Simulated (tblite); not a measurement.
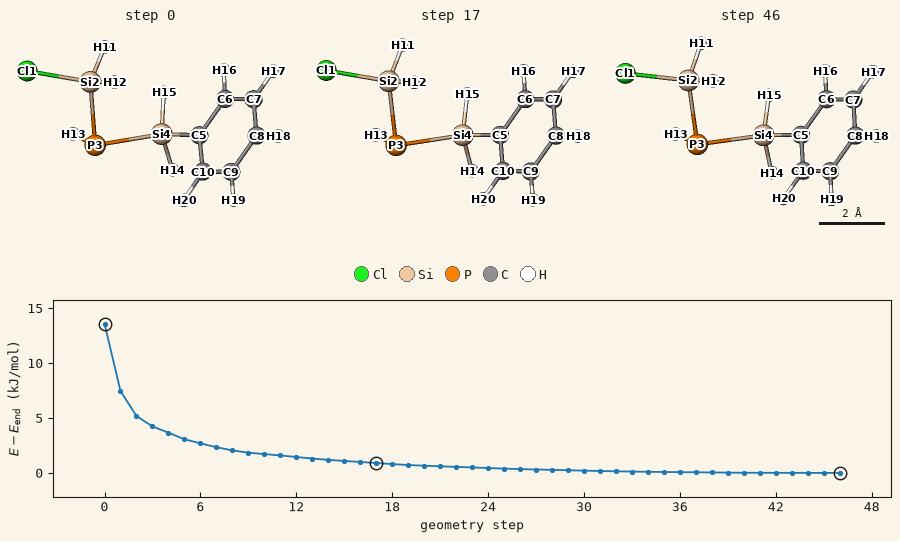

Frames of a relaxation of C$_{6}$H$_{10}$ClPSi$_{2}$, marked on the history of the run. The picture is a ball-and-stick view, seen at a tilt.

All numbers below come from GFN2-xTB geometry optimisation, gas phase in tblite. 

What happens along the run?

Answer. The energy falls by 13.6 kJ/mol in 46 geometry steps. The atom that moves furthest after the best rigid fit is H15 (0.22 Å). By element the largest moves are H 0.22 Å, P 0.09 Å, Cl 0.09 Å, Si 0.09 Å, C 0.07 Å. Near-neighbour distances that change, for instance: P3–H13 1.418 → 1.381 Å, Cl1–Si2 2.041 → 2.010 Å, P3–Si4 2.213 → 2.240 Å, Si2–H12 1.484 → 1.461 Å. Among the angles between lasting bonds that change: Si2–P3–Si4 94.1° → 99.7°, P3–Si4–H15 109.5° → 114.1°, P3–Si2–H11 111.2° → 115.1°. From step 0 to 17: H15 moves most (0.12 Å), energy −12.7 kJ/mol. From step 17 to 46: H15 moves most (0.12 Å), energy −0.90 kJ/mol.

| step | E − E(0), kJ/mol |
| --- | --- |
| 0 | 0.00 |
| 1 | -6.14 |
| 2 | -8.41 |
| 3 | -9.37 |
| 4 | -9.93 |
| 5 | -10.53 |
| 6 | -10.90 |
| 7 | -11.26 |
| 8 | -11.55 |
| 9 | -11.75 |
| 10 | -11.88 |
| 12 | -12.15 |
| 14 | -12.41 |
| 16 | -12.60 |
| 18 | -12.79 |
| 19 | -12.88 |
| 21 | -13.00 |
| 23 | -13.10 |
| 25 | -13.21 |
| 27 | -13.29 |
| 29 | -13.36 |
| 31 | -13.43 |
| 33 | -13.48 |
| 35 | -13.51 |
| 37 | -13.54 |
| 38 | -13.56 |
| 40 | -13.58 |
| 42 | -13.59 |
| 44 | -13.60 |
| 46 | -13.60 |
